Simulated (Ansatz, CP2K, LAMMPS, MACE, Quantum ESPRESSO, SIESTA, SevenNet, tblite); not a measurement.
# Quantum ESPRESSO on Li+ BF4- in gamma-butyrolactone and acetonitrile and diethyl carbonate at 360 K (102 atoms): settings against a plane-wave reference

How do the settings of Quantum ESPRESSO change the result for Li+ BF4- in gamma-butyrolactone and acetonitrile and diethyl carbonate at 360 K (102 atoms)? A plane-wave run serves as the yardstick.

Main program and level: Quantum ESPRESSO 7.5; the method is named at each step.

**1. Set-up**

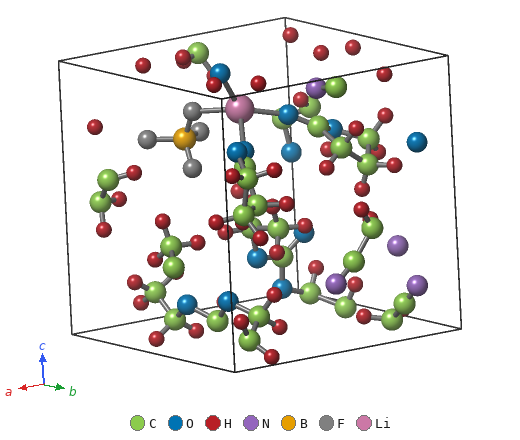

The starting structure, seen from a free direction (carbon green, oxygen blue, hydrogen red, nitrogen purple, boron orange, fluorine grey, lithium pink). Bonds to atoms that aren't drawn are left out. Some periodic images of atoms are drawn too.

The cell holds 102 atoms: 30 C, 12 O, 50 H, 4 N, 1 B, 4 F and 1 Li. Cell: a = 10.567 Å, b = 10.567 Å, c = 10.567 Å, α = 90.0°, β = 90.0°, γ = 90.0°. 3 gamma-butyrolactone, 4 acetonitrile, 2 diethyl carbonate, 1 Li+, 1 BF4- placed at random, at 1.06 g/cm³; overlaps pushed apart, then 10 ps at 550 K with stiff harmonic cages for PF6 and BF4 with UFF radii; Joung-Cheatham ions (J. Phys. Chem. B 112, 9020 (2008)); MMFF94 bonds, angles, torsions, charges and radii (Halgren, J. Comput. Chem. 17, 490 (1996)) in harmonic and 12-6 forms; charges of ions scaled by 0.8. Snapshot after 30 ps at 360 K and fixed volume.

The yardstick, on the same geometry:

```
method                                           : Kohn-Sham DFT, PBE, PAW, plane waves (Ansatz 0.2.0); cutoff 420 eV, Γ point, fermi-dirac smearing of 0.05 eV; PAW set soft_2
r.m.s. force component                           : 1.004 eV/Å
longest force                                    : 3.721 eV/Å
pressure                                         : 2.747 GPa
gap (highest filled to lowest empty level) : 4.334 eV
SCF cycles                                       : 10
time                                             : 5.8 s on 8 threads of Arm Neoverse V2, shared host
CPU time                                         : 40 s
```

**2. PBE, sssp-1.3.0-efficiency, 60/480 Ry**

Method: Kohn-Sham DFT, PBE, SSSP efficiency 1.3.0 pseudopotentials, plane waves.

pw.in reads:

```
&control
  calculation = 'scf'
  pseudo_dir = './pseudo'
  outdir = './tmp'
  disk_io = 'none'
  tprnfor = .true.
  tstress = .true.
/
&system
  ibrav = 0
  nat = 102
  ntyp = 7
  ecutwfc = 60
  ecutrho = 480
  nosym = .true.
  occupations = 'smearing'
  smearing = 'fd'
  degauss = 0.003675
/
&electrons
  conv_thr = 5.1e-07
  electron_maxstep = 100
  mixing_beta = 0.4
  mixing_mode = 'plain'
  diagonalization = 'david'
/
ATOMIC_SPECIES
C 12.011 C.upf
O 15.999 O.upf
H 1.008 H.upf
N 14.007 N.upf
B 10.810 B.upf
F 18.998 F.upf
Li 6.940 Li.upf
CELL_PARAMETERS angstrom
10.56699 0.00000 0.00000
0.00000 10.56699 0.00000
0.00000 0.00000 10.56699
ATOMIC_POSITIONS crystal
C 0.08931 0.41457 0.01219
C 0.14601 0.27961 0.05319
O 0.27358 0.28756 0.09245
C 0.28707 0.31794 0.21519
O 0.20092 0.33737 0.29217
O 0.41157 0.33874 0.23287
C 0.45425 0.37166 0.35481
C 0.43811 0.51579 0.36926
H 0.00711 0.42183 0.95010
H 0.07456 0.46043 0.09976
H 0.16906 0.45296 0.96071
H 0.09039 0.24456 0.13283
H 0.12743 0.20909 0.98524
H 0.41251 0.31847 0.43356
H 0.55712 0.35521 0.35244
H 0.48665 0.56900 0.29705
H 0.34137 0.54388 0.36845
H 0.48051 0.54643 0.46108
C 0.75336 0.18022 0.14013
C 0.74701 0.28553 0.05404
O 0.76821 0.39601 0.12666
C 0.71484 0.50385 0.07363
O 0.66092 0.51784 0.97218
O 0.73012 0.59830 0.16070
C 0.68085 0.71359 0.11394
C 0.78100 0.79023 0.05261
H 0.66620 0.19205 0.20238
H 0.75462 0.09041 0.08921
H 0.84122 0.18104 0.19045
H 0.83268 0.28617 0.99645
H 0.65984 0.28988 0.99973
H 0.59149 0.71189 0.06075
H 0.65032 0.77208 0.19643
H 0.84502 0.73770 0.99026
H 0.74551 0.87226 0.99855
H 0.83934 0.82711 0.13537
O 0.15063 0.99501 0.70640
C 0.07744 0.06589 0.65232
C 0.03965 0.18331 0.70487
C 0.99441 0.26443 0.60085
C 0.96507 0.16864 0.50142
O 0.04862 0.06722 0.52451
H 0.97091 0.16456 0.77641
H 0.11585 0.23653 0.75110
H 0.92057 0.32252 0.62324
H 0.07105 0.32741 0.57458
H 0.86346 0.13940 0.49243
H 0.98406 0.20744 0.40894
O 0.38283 0.53314 0.78010
C 0.29132 0.58601 0.72948
C 0.28750 0.71724 0.66959
C 0.16959 0.71054 0.58854
C 0.09296 0.61413 0.65576
O 0.18508 0.52317 0.69325
H 0.26954 0.79030 0.74719
H 0.36898 0.73632 0.61158
[... 42 atom lines left out ...]
F 0.52283 0.17741 0.69005
F 0.66669 0.32538 0.59951
F 0.64802 0.31741 0.80370
Li 0.55068 0.47270 0.81886
K_POINTS gamma
```

Run with:

```bash
OMP_NUM_THREADS=1 mpirun -np 2 pw.x -in pw.in > output.txt
```

What it wrote:

```text
Program PWSCF
     gamma-point specific algorithms are used
     Parallelization info
     sticks:   dense  smooth     PW     G-vecs:    dense   smooth      PW
     Min        7607    3806    949               706761   249930   31333
     Max        7610    3807    952               706770   249933   31336
     Sum       15217    7613   1901              1413531   499863   62669
     bravais-lattice index     =            0
     lattice parameter (alat)  =      19.9687  a.u.
     unit-cell volume          =    7962.5192 (a.u.)^3
     number of atoms/cell      =          102
     number of atomic types    =            7
     number of electrons       =       296.00
     number of Kohn-Sham states=          178
     kinetic-energy cutoff     =      60.0000  Ry
     charge density cutoff     =     480.0000  Ry
     scf convergence threshold =      5.1E-07
     mixing beta               =       0.4000
     number of iterations used =            8  plain     mixing
     Exchange-correlation=  SLA  PW   PBX  PBC
                           (   1   4   3   4   0   0   0)
     crystal axes: (cart. coord. in units of alat)
               a(1) = (   1.000000   0.000000   0.000000 )
               a(2) = (   0.000000   1.000000   0.000000 )
               a(3) = (   0.000000   0.000000   1.000000 )
     reciprocal axes: (cart. coord. in units 2 pi/alat)
               b(1) = (  1.000000  0.000000  0.000000 )
               b(2) = (  0.000000  1.000000  0.000000 )
               b(3) = (  0.000000  0.000000  1.000000 )
     PseudoPot. # 1 for C :
     Pseudo is Projector augmented-wave + core cor, Zval =  4.0
     PseudoPot. # 2 for O :
     Pseudo is Projector augmented-wave + core cor, Zval =  6.0
     PseudoPot. # 3 for H :
     Pseudo is Ultrasoft, Zval =  1.0
     PseudoPot. # 4 for N :
     Pseudo is Ultrasoft + core correction, Zval =  5.0
     PseudoPot. # 5 for B :
     Pseudo is Ultrasoft + core correction, Zval =  3.0
     PseudoPot. # 6 for F :
     Pseudo is Ultrasoft, Zval =  7.0
     PseudoPot. # 7 for Li:
     Pseudo is Ultrasoft, Zval =  3.0
     atomic species   valence    mass     pseudopotential
     C                 4.00    12.01100     C ( 1.00)
     O                 6.00    15.99900     O ( 1.00)
     H                 1.00     1.00800     H ( 1.00)
     N                 5.00    14.00700     N ( 1.00)
     B                 3.00    10.81000     B ( 1.00)
     F                 7.00    18.99800     F ( 1.00)
     Li                3.00     6.94000     Li( 1.00)
     No symmetry found
   Cartesian axes
     number of k points=     1  Fermi-Dirac smearing, width (Ry)=  0.0037
                       cart. coord. in units 2pi/alat
        k(    1) = (   0.0000000   0.0000000   0.0000000), wk =   2.0000000
     Dense  grid:   706766 G-vectors     FFT dimensions: ( 144, 144, 144)
     Smooth grid:   249932 G-vectors     FFT dimensions: ( 100, 100, 100)
     Check: negative core charge=   -0.000001
     Initial potential from superposition of free atoms
     starting charge     295.5472, renormalised to     296.0000
     Starting wfcs are  259 randomized atomic wfcs
     Self-consistent Calculation
     iteration #  1     ecut=    60.00 Ry     beta= 0.40
     total energy              =   -1407.32182639 Ry
     estimated scf accuracy    <      11.19339095 Ry
     iteration #  2     ecut=    60.00 Ry     beta= 0.40
     total energy              =   -1408.39854338 Ry
     estimated scf accuracy    <       1.58624645 Ry
     iteration #  3     ecut=    60.00 Ry     beta= 0.40
     total energy              =   -1408.49407192 Ry
     estimated scf accuracy    <       0.42261651 Ry
     iteration #  4     ecut=    60.00 Ry     beta= 0.40
     total energy              =   -1408.51512432 Ry
     estimated scf accuracy    <       0.09109047 Ry
     iteration #  5     ecut=    60.00 Ry     beta= 0.40
     total energy              =   -1408.52262736 Ry
     estimated scf accuracy    <       0.00925467 Ry
     iteration #  6     ecut=    60.00 Ry     beta= 0.40
     total energy              =   -1408.52404163 Ry
     estimated scf accuracy    <       0.00161571 Ry
     iteration #  7     ecut=    60.00 Ry     beta= 0.40
     total energy              =   -1408.52420536 Ry
     estimated scf accuracy    <       0.00024968 Ry
     iteration #  8     ecut=    60.00 Ry     beta= 0.40
     total energy              =   -1408.52425442 Ry
     estimated scf accuracy    <       0.00004294 Ry
     iteration #  9     ecut=    60.00 Ry     beta= 0.40
     total energy              =   -1408.52425917 Ry
     estimated scf accuracy    <       0.00000832 Ry
     iteration # 10     ecut=    60.00 Ry     beta= 0.40
     total energy              =   -1408.52426093 Ry
     estimated scf accuracy    <       0.00000236 Ry
     iteration # 11     ecut=    60.00 Ry     beta= 0.40
     End of self-consistent calculation
          k = 0.0000 0.0000 0.0000 ( 31335 PWs)   bands (ev):
   -44.6288 -25.0914 -24.0671 -24.0209 -23.7803 -23.6708 -23.6462 -23.5548
   -23.0926 -22.9803 -22.0078 -21.9799 -21.4536 -21.3847 -21.2346 -21.1648
   -20.6508 -18.0274 -17.8771 -17.7696 -17.4115 -15.8892 -15.7057 -15.6214
   -15.0706 -14.8305 -14.4297 -14.0668 -14.0042 -13.9832 -13.9078 -13.8529
   -13.7754 -13.5150 -13.3376 -12.1633 -11.7776 -10.9657 -10.9370 -10.8977
   -10.8634 -10.2326  -9.7256  -9.4936  -9.3889  -9.3715  -9.3069  -8.8706
    -8.7565  -8.5517  -8.4782  -8.3858  -8.2717  -8.1567  -8.0102  -7.9824
    -7.9494  -7.8808  -7.8215  -7.7483  -7.6454  -7.4979  -7.3863  -7.3034
    -7.2725  -7.0656  -6.9907  -6.9169  -6.8580  -6.8366  -6.7283  -6.6770
    -6.6247  -6.6092  -6.4508  -6.4108  -6.3202  -6.2772  -6.1419  -6.1150
    -6.0715  -6.0519  -5.9444  -5.9189  -5.8861  -5.8396  -5.7664  -5.7281
    -5.6701  -5.4748  -5.3920  -5.3721  -5.3471  -5.1821  -5.1504  -5.0511
[...]
-2.7771  -2.6209  -2.5204  -2.4529  -2.4252  -2.4093  -2.3381  -2.2332
    -2.2231  -2.0170  -1.9352  -1.7157   2.6195   3.1059   3.1699   3.4649
     3.7488   3.8597   4.0423   4.1696   4.3284   4.4040   4.5704   4.5966
     4.6972   4.7233   4.7866   4.8826   4.9557   5.0065   5.0889   5.1328
     5.3826   5.4453   5.5323   5.6394   5.7374   5.7634   5.9059   6.0521
     6.0847   6.1739
     the Fermi energy is     0.1986 ev
!    total energy              =   -1408.52426096 Ry
     estimated scf accuracy    <       0.00000045 Ry
     smearing contrib. (-TS)   =       0.00000000 Ry
     internal energy E=F+TS    =   -1408.52426096 Ry
     The total energy is F=E-TS. E is the sum of the following terms:
     one-electron contribution =   -1158.07281468 Ry
     hartree contribution      =     674.75522371 Ry
     xc contribution           =    -329.43148446 Ry
     ewald contribution        =    -296.60459981 Ry
     one-center paw contrib.   =    -299.17058571 Ry
     convergence has been achieved in  11 iterations
     Forces acting on atoms (cartesian axes, Ry/au):
     atom    1 type  1   force =     0.06929905   -0.07613855   -0.00749000
     atom    2 type  1   force =    -0.10913006    0.05346994    0.02402583
     atom    3 type  2   force =     0.00290572   -0.00482173   -0.01525918
     atom    4 type  1   force =    -0.02576043    0.05170409    0.03833661
     atom    5 type  2   force =     0.04767791   -0.02318464   -0.02752292
     atom    6 type  2   force =    -0.01986408   -0.04986502   -0.03186640
     atom    7 type  1   force =     0.03638130    0.07000393    0.02251715
     atom    8 type  1   force =     0.03340468   -0.01728581    0.05867103
     atom    9 type  3   force =    -0.00811040   -0.02460503    0.00302851
     atom   10 type  3   force =    -0.01094903    0.04487227    0.03544630
     atom   11 type  3   force =     0.01021817    0.03091222   -0.00892519
     atom   12 type  3   force =    -0.00286674    0.00286312    0.01356605
[...]
atom   98 type  6   force =     0.01139009   -0.02921111    0.01451998
     atom   99 type  6   force =    -0.02468463    0.01343999   -0.01765802
     atom  100 type  6   force =    -0.02037842    0.05864484   -0.10328664
     atom  101 type  6   force =    -0.03130371    0.00945673    0.03266574
     atom  102 type  7   force =     0.02013695    0.01441890   -0.00228239
     Total force =     0.690138     Total SCF correction =     0.001258
     Computing stress (Cartesian axis) and pressure
          total   stress  (Ry/bohr**3)                   (kbar)     P=       28.16
   0.00015159   0.00005744  -0.00003704           22.30        8.45       -5.45
   0.00005744   0.00021125   0.00000128            8.45       31.08        0.19
  -0.00003704   0.00000128   0.00021141           -5.45        0.19       31.10
     Message from routine punch:
     Nothing written, as per user request (disk_io='none')
```

It took 2.6 min on 2 MPI ranks of Arm Neoverse V2, shared host; peak memory 2.4 GiB; 5.2 min of CPU time.

Banners, paths, timers and routine set-up lines are dropped from the logs unmarked, and long logs keep their key lines alone; longer cuts are marked.

Numbers from this run, and their distance from the reference:

| Quantity | Value |
| --- | --- |
| r.m.s. force component | 1.014 eV/Å |
| r.m.s. difference of force components | 36.48 meV/Å |
| longest difference of force vectors | 201.6 meV/Å |
| force difference over r.m.s. force | 3.632 % |
| slope of forces against the reference's | 1.009 |
| correlation of force components | 0.9994 |
| gap (highest filled to lowest empty level) | 4.335 eV |
| gap difference | 0.0015 eV |
| pressure | 2.816 GPa |
| pressure difference | 0.0685 GPa |

Length of the force difference by element (eV/Å):

```
element  atoms   mean   most
      B      1  0.034  0.034
      C     30  0.052   0.20
      F      4  0.097   0.13
      H     50  0.011  0.016
     Li      1  0.014  0.014
      N      4   0.16   0.20
      O     12  0.085   0.15
```

Levels nearest the highest filled one (eV from it): -1.06, -0.91, -0.80, -0.74, -0.71, -0.69, -0.62, -0.52, -0.51, -0.30, -0.22, 0.00, 4.34, 4.82, 4.89, 5.18, 5.46, 5.58, 5.76, 5.89, 6.04, 6.12, 6.29, 6.31.

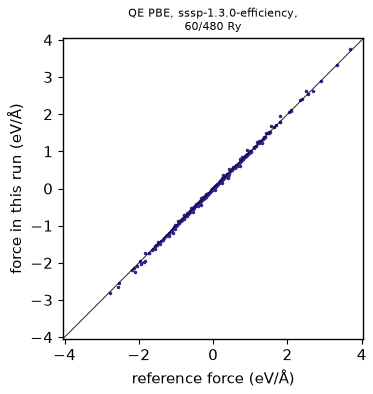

Force components against those of the reference; the line marks equality.

Local excerpt of 11 atoms (numbers count through the whole input) about O24, picked at random; x, y, z are measured from there.

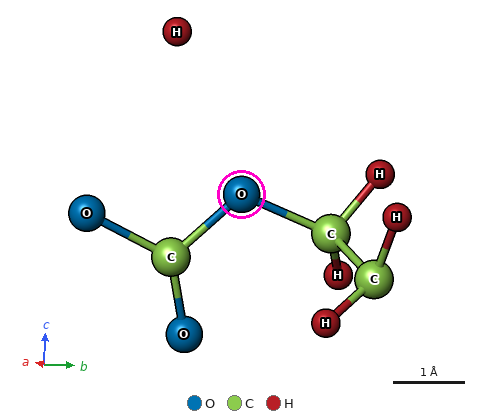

The atoms of the table, within 2.7 Å (arrows a, b, c point along x, y, z); some may hide others; the central atom is ringed.

```
atom      x      y      z  distance (Å)  bonds     Fx     Fy  Fz (eV/Å)
 O24   0.00   0.00   0.00          0.00      2  -0.46  -1.40      -0.86
 C22  -0.16  -1.00  -0.92          1.37      3   0.40  -0.23       1.25
 C25  -0.52   1.22  -0.49          1.41      4  -1.58   2.39       0.91
 H33  -0.84   1.84   0.38          2.06      1   0.21  -0.65       0.05
 H32  -1.46   1.20  -1.06          2.17      1   0.31  -0.91      -0.32
 O21   0.40  -2.14  -0.36          2.20      2  -1.55   2.91      -0.25
 O23  -0.73  -0.85  -1.99          2.29      2   0.35  -0.75       0.60
 C26   0.54   2.03  -1.14          2.39      4   1.71   1.24       0.66
 H82   0.65  -0.92   2.25          2.51      1  -0.53   0.05      -0.28
 H34   1.21   1.47  -1.80          2.62      1  -0.14  -0.19      -0.11
 H36   1.15   2.42  -0.27          2.69      1  -0.16  -0.14      -1.19
```

Forces lie 3.6 % from the reference's, at 7.7 times its CPU time (on 2 against 8 cores).

**3. PBE, gbrv-1.5, 40/200 Ry**

Method: Kohn-Sham DFT, PBE, GBRV 1.5 ultrasoft pseudopotentials, plane waves.

The pseudopotential files are exchanged too: ./pseudo now holds the set gbrv-pbe-1.5.

pw.in, as its differences from that of step 2:

```diff
@@ -12,4 +12,4 @@
   ntyp = 7
-  ecutwfc = 60
-  ecutrho = 480
+  ecutwfc = 40
+  ecutrho = 200
   nosym = .true.
```

What it wrote:

```text
[banner, memory and clock lines left out]
Program PWSCF
     gamma-point specific algorithms are used
[... lines left out ...]
     total energy              =   -1087.11253831 Ry
[... lines left out ...]
     total energy              =   -1087.19269666 Ry
[... lines left out ...]
     total energy              =   -1087.22615929 Ry
[... lines left out ...]
     total energy              =   -1087.22616057 Ry
[... lines left out ...]
     the Fermi energy is     0.1941 ev
!    total energy              =   -1087.22616067 Ry
[... lines left out ...]
     The total energy is F=E-TS. E is the sum of the following terms:
[... lines left out ...]
     convergence has been achieved in  11 iterations
     Forces acting on atoms (cartesian axes, Ry/au):
     atom    1 type  1   force =     0.07001120   -0.08316990   -0.00820660
     atom    2 type  1   force =    -0.10493748    0.06234399    0.02545983
     atom    3 type  2   force =     0.00417944   -0.00509410   -0.01636487
[...]
atom  101 type  6   force =    -0.03136373    0.00962806    0.03275954
     atom  102 type  7   force =     0.02032982    0.01393852   -0.00218927
     Total force =     0.716244     Total SCF correction =     0.000987
     Computing stress (Cartesian axis) and pressure
          total   stress  (Ry/bohr**3)                   (kbar)     P=       32.25
   0.00018453   0.00005712  -0.00004105           27.15        8.40       -6.04
   0.00005712   0.00023178   0.00000505            8.40       34.10        0.74
  -0.00004105   0.00000505   0.00024134           -6.04        0.74       35.50
     Message from routine punch:
     Nothing written, as per user request (disk_io='none')
```

Wall time 72 s (2 MPI ranks); peak memory 0.83 GiB; 2.4 min of CPU time.

Compared with the plane-wave run:

```
r.m.s. force component                           : 1.053 eV/Å
r.m.s. difference of force components            : 124.8 meV/Å
longest difference of force vectors              : 670.6 meV/Å
force difference over r.m.s. force               : 12.43 %
slope of forces against the reference's          : 1.042
correlation of force components                  : 0.9937
gap (highest filled to lowest empty level) : 4.337 eV
gap difference                                   : 0.0034 eV
pressure                                         : 3.225 GPa
pressure difference                              : 0.4775 GPa
```

Against the first run (3.6 %), the force difference from the reference is 12 %, at 0.46 times the CPU time.

(Continued in part 2 of 2.)

[Also dropped from logs without a mark: logging warnings of Python, and SIESTA's first energy breakdown and zero terms.]

[Logs are printed without paths, hosts, clocks, repeated set-up lines and the standing remarks that a program may print on its own settings, such as how far it seeks lower states.]

[Hosts, paths, dates, database ids (printed as entryN), source tags and the programs' standing remarks are cut or masked in the printed files.]

[The MMFF94 radii named for the starting cell were scaled by 0.96; in molecules described by MMFF94, hydrogen bound to N, O or S took a small fixed 12-6 site in their place.]
